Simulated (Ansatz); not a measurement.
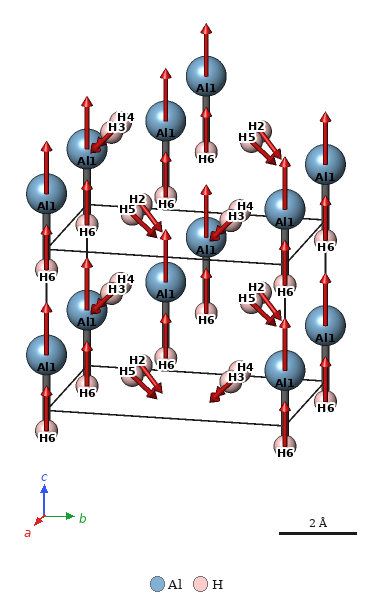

This is a relaxation of solid AlH5 (a generated structure, set up in Amm2) (coarse preliminary run). The starting structure is drawn; red arrows show the displacements (the part carried along by the change of the cell is left out), magnified 2 times.

A ball-and-stick model of the conventional cell (2 times the calculation's cell), repeated 1 × 1 × 2 with one cell outlined, seen slightly off an axis. Lengths and directions refer to the drawn axes.

These are results of DFT PBE, scalar-relativistic, plane waves, PAW (Ansatz), not measurements.

Input
```yaml
crystal:
  lattice:
    - [4.49194061, 0.0, 0.0]
    - [0.0, 3.20618503, 2.18600358]
    - [0.0, -3.20618503, 2.18600358]
  atoms:
    - { symbol: Al, position: [0.0, 0.34472488, 0.34472488] }
    - { symbol: H, position: [0.38906764, 0.43102544, 0.84441079] }
    - { symbol: H, position: [0.61093236, 0.84441079, 0.43102544] }
    - { symbol: H, position: [0.38906764, 0.84441079, 0.43102544] }
    - { symbol: H, position: [0.61093236, 0.43102544, 0.84441079] }
    - { symbol: H, position: [0.0, 0.87325534, 0.87325534] }
basis:
  ecutwfc: 420
kpoints:
  mp_grid: { grid: [4, 6, 6] }
hamiltonian:
  xc: pbe
scf:
  occupations: { method: gaussian, width: 0.1 }
  lower_state_search: "off"
output:
  forces: true
  stress: true
  eigenvalues: true
relax:
  adjacent_minimum: "off"
  f_tol: 0.04
  max_steps: 70
  cell: { stress_tol: 0.4 }
```

Command:
```bash
ansatz run input.yaml --threads 1 --pin off --max-ram 2560MiB --backend cpu --events-out ev --progress --plain --runs-dir out
```

What happened in the run?

The largest move relative to the cell is that of Al1, 0.72 Å along +c. Largest moves by element: Al 0.72 Å, H 0.62 Å. The volume changes by −12.2 %, with a 4.492 → 4.622 Å (+2.9 %), b 6.412 → 6.528 Å (+1.8 %), c 4.372 → 3.665 Å (−16.2 %). Near-neighbour distances that change, for instance: Al1–H6 2.311 → 1.837 Å, Al1–H6 (another image) 2.061 → 1.829 Å, H2–H5 0.997 → 0.809 Å. New bonds form: Al1–H6 (2.31 → 1.84 Å). The space group stays Amm2 (No. 38). The energy falls by 229 meV per atom in 10 accepted moves (11 points after the start). Largest force component: 2.9 eV/Å at the start, 0.026 eV/Å at the end. The pressure goes from −9.01 to 0.02 GPa. At 1 point the geometry stayed and the basis and grid were re-selected for the new cell (energy shift of 0.4 meV per atom at most each time).
